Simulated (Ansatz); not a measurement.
**Single-point calculation of Al₂H₂OF (charge −1)**

Al₂H₂OF, charge −1, computed with RKS PBE0-D4/def2-TZVPPD (Ansatz 0.2.0).

The geometry comes from this level: PBE0-D4/def2-TZVPD.

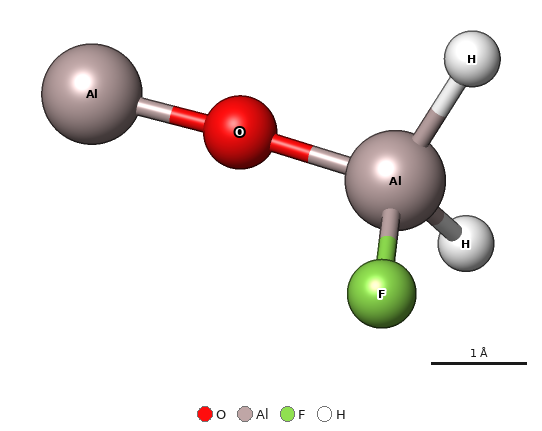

Fig. 1: The input geometry (ball-and-stick view, seen at a tilt). Sticks mark near contacts. Bond lengths as drawn: Al–F 1.71 Å, Al–H 1.63 Å and Al–O 1.65 to 1.77 Å.

Summary

- outcome: converged
- total energy: −17988.0466 eV
- mean-field energy: −17987.9156 eV
- dispersion energy: −0.1310 eV
- SCF solution under orbital rotations: stable
- HOMO: −2.41 eV
- LUMO: 2.56 eV
- hardware: 2 threads of Arm Neoverse V2, 23 GiB of memory available, shared host
- wall time: 3.7 s (CPU time 7.1 s)
- peak memory: 0.41 GiB

Input file
```yaml
crystal:
  periodic: [false, false, false]
  atoms:
    - {symbol: O, position_ang: [-1.004330, -0.476257, -0.574089]}
    - {symbol: Al, position_ang: [0.493628, 0.165722, 0.116953]}
    - {symbol: Al, position_ang: [-2.397537, -1.154984, -1.142774]}
    - {symbol: F, position_ang: [0.963472, -0.860700, 1.403596]}
    - {symbol: H, position_ang: [1.664082, 0.147368, -1.022720]}
    - {symbol: H, position_ang: [0.214206, 1.660633, 0.713914]}
basis:
  gaussian: {orbitals: "def2-TZVPPD.json"}
total_charge: -1
hamiltonian: {xc: pbe0, dispersion: d4}
output: {orbitals: {seedname: orbitals}}
```

Launch command:
```bash
ansatz run in.yaml --threads 2 --pin off --events-out ev --progress --plain --max-ram 4352MiB
```

Log
```
Functional definition: PBE0
  name "PBE0"
  cite "Adamo & Barone, J. Chem. Phys. 110, 6158 (1999) doi:10.1063/1.478522"
  cite "Perdew, Burke & Ernzerhof, Phys. Rev. Lett. 77, 3865 (1996) doi:10.1103/PhysRevLett.77.3865"
  parent pbe
  parameter a = 0.25
  parameter kappa = 0.804
  parameter beta = 0.06672455060314922
  exchange = (1 - a)*pbe_x(kappa = kappa, mu = beta*pi^2/3) + a*exact_x
  correlation = pbe_c(beta = beta)
1121 factors; their error is unknown
mean field evaluation 1: about -17985.6270 eV, gradient 3.4e1 eV
mean field evaluation 2: about -17974.3889 eV, gradient 8.3e1 eV
mean field evaluation 4: about -17987.8467 eV, gradient 3.2e0 eV
mean field evaluation 8: about -17987.8605 eV, gradient 2.0e-2 eV
mean field evaluation 16: about -17987.9156 eV, gradient 2.6e-5 eV
mean field -17987.91556236 eV, -661.0437042696 hartree, gradient 2.6e-5 eV, S^2 0.000000; 0 other end points of the search recorded, 0 dependent functions left out
reference -17987.91560462 eV, -661.0437058226 hartree; 23, 23 occupied and 187, 187 virtual orbitals, 1121 factors
Total energy: -17988.04659729 eV, -661.0485197147 hartree
```

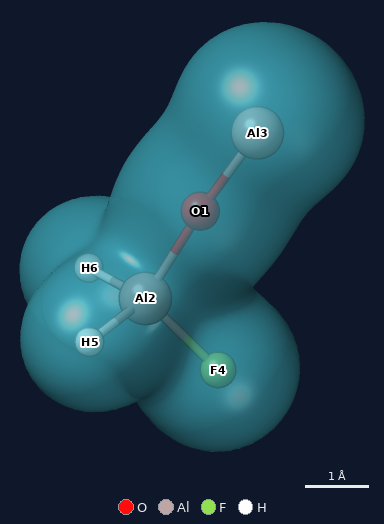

Fig. 2: Isosurface of the electron density at 0.05 e/Å³ (cyan), seen at an oblique angle. At this value the surface is in one piece. On the grid the lowest density along these lines, outside the cores, is 0.86 e/Å³ (Al–O, 1.65 Å), 0.66 e/Å³ (Al–F, 1.71 Å), 0.49 e/Å³ (Al–H, 1.63 Å) and 0.64 e/Å³ (Al–O, 1.77 Å).

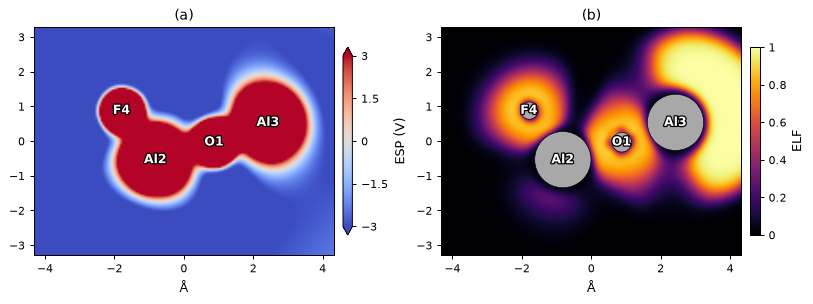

Fig. 3: (a) molecular electrostatic potential; (b) electron localisation function on the plane of atoms O1, Al2 and F4. Grey discs, where drawn, cover atomic cores. The section cuts through O, Al and F sites. Al–O (1.65 Å): the ELF peaks at about 0.85 in the valence shell of O, 0.6 Å from its nucleus, and is about 0.40 at the midpoint. Al–F (1.71 Å): the ELF peaks at about 0.85 in the valence shell of F, 0.6 Å from its nucleus, and is about 0.35 at the midpoint. Al–O (1.77 Å): the ELF peaks at about 0.90 in the valence shell of O, 0.6 Å from its nucleus, and is about 0.50 at the midpoint.

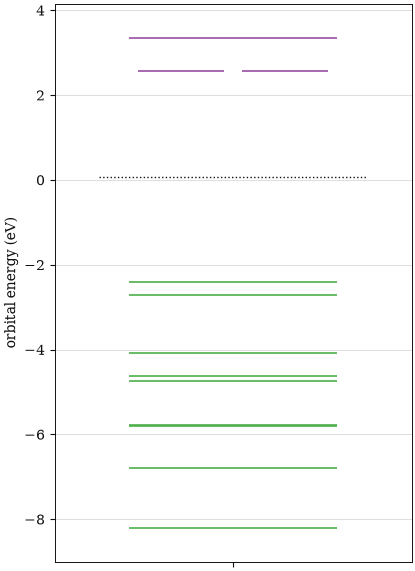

Fig. 4: Orbital energies near the frontier; the dotted line parts filled from empty levels, and levels within 0.02 eV of each other stand side by side. Highest filled −2.41 eV, lowest empty 2.56 eV, 4.97 eV apart.
